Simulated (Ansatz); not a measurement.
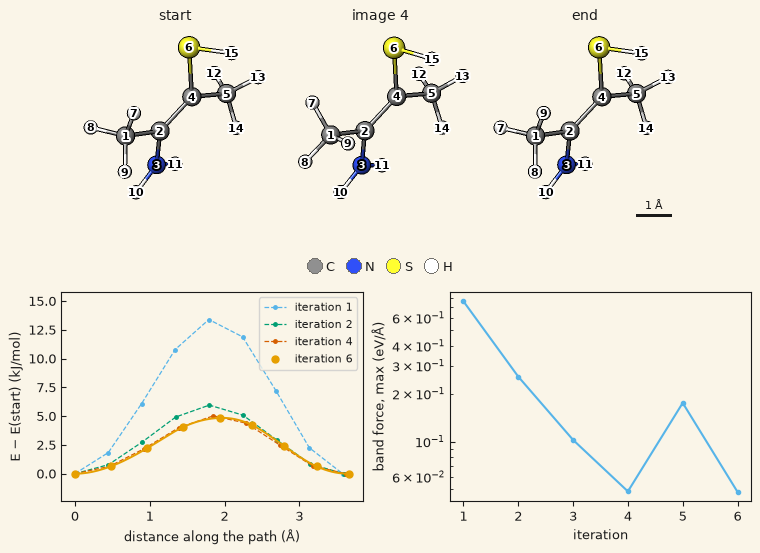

A search for the minimum-energy path of C₄H₉NS by the nudged elastic band. Images are numbered from 0 (start) to 8 (end). The plot follows the band through its iterations. A ball-and-stick model, seen from a free direction.

These are results of RKS PBE-D4/6-31G in Ansatz 0.2.0, not measurements.

The input:
```yaml
crystal:
  periodic: [false, false, false]
  atoms:
    - { symbol: C, position_ang: [-0.750385, -1.318962, 1.298626] }
    - { symbol: C, position_ang: [0.011235, -0.591871, 0.21636] }
    - { symbol: "N", position_ang: [1.028235, -1.355193, -0.354778] }
    - { symbol: C, position_ang: [-0.2512, 0.682851, -0.212027] }
    - { symbol: C, position_ang: [0.551121, 1.391115, -1.271866] }
    - { symbol: S, position_ang: [-1.779212, 1.552441, 0.365924] }
    - { symbol: H, position_ang: [-1.393362, -0.62765, 1.858885] }
    - { symbol: H, position_ang: [-1.388952, -2.114139, 0.871402] }
    - { symbol: H, position_ang: [-0.047189, -1.801373, 2.004257] }
    - { symbol: H, position_ang: [1.291826, -2.24095, 0.056851] }
    - { symbol: H, position_ang: [1.547338, -1.031948, -1.160472] }
    - { symbol: H, position_ang: [0.143852, 1.241991, -2.291947] }
    - { symbol: H, position_ang: [0.566377, 2.4806, -1.094004] }
    - { symbol: H, position_ang: [1.606852, 1.055384, -1.272069] }
    - { symbol: H, position_ang: [-1.158437, 2.627103, 1.014357] }
basis:
  gaussian: { orbitals: "6-31G" }
hamiltonian:
  xc: pbe
  dispersion: d4
neb:
  order_check: false
  images: 7
  f_tol: 0.05
  max_iterations: 31
  initial_path: idpp
  final_atoms:
    - { symbol: C, position_ang: [-0.75889598, -1.31886463, 1.29361231] }
    - { symbol: C, position_ang: [-0.01467645, -0.59869508, 0.19479731] }
    - { symbol: "N", position_ang: [0.92105666, -1.39920594, -0.45811646] }
    - { symbol: C, position_ang: [-0.21928235, 0.70508461, -0.17369968] }
    - { symbol: C, position_ang: [0.56601793, 1.40061747, -1.25491654] }
    - { symbol: S, position_ang: [-1.65485601, 1.64476439, 0.51991715] }
    - { symbol: H, position_ang: [-1.46248097, -2.06336595, 0.87707504] }
    - { symbol: H, position_ang: [-0.04842758, -1.86206433, 1.94583796] }
    - { symbol: H, position_ang: [-1.33216607, -0.61254098, 1.90814901] }
    - { symbol: H, position_ang: [1.14837561, -2.31547494, -0.09453064] }
    - { symbol: H, position_ang: [1.41702732, -1.07608177, -1.27826528] }
    - { symbol: H, position_ang: [0.09909066, 1.30411321, -2.25588864] }
    - { symbol: H, position_ang: [0.65097919, 2.48184215, -1.04837835] }
    - { symbol: H, position_ang: [1.60013798, 1.00782732, -1.31988196] }
    - { symbol: H, position_ang: [-0.93380094, 2.65144346, 1.17378776] }
```

Launched with:
```bash
ansatz run input.yaml --threads 1 --pin off --max-ram 2048MiB --backend cpu --events-out ev --progress --plain --runs-dir out
```

**Did the band converge, and can the barrier be trusted?**

The result is final at these settings. The band converged in 6 iterations. The largest component of the band force went from 0.76 to 0.048 eV/Å. The climbing image converged on the top of the path. Its vibrational analysis gives one imaginary mode (148i cm⁻¹), as a transition state must have. The first iteration put the highest image at 13.40 kJ/mol. The barrier is about 4.85 kJ/mol in both directions, with image 4 at the top; the ends have the same energy.

Cost: 3.6 min on 1 thread of Arm Neoverse V1, on a shared host, peak memory 0.14 GiB.
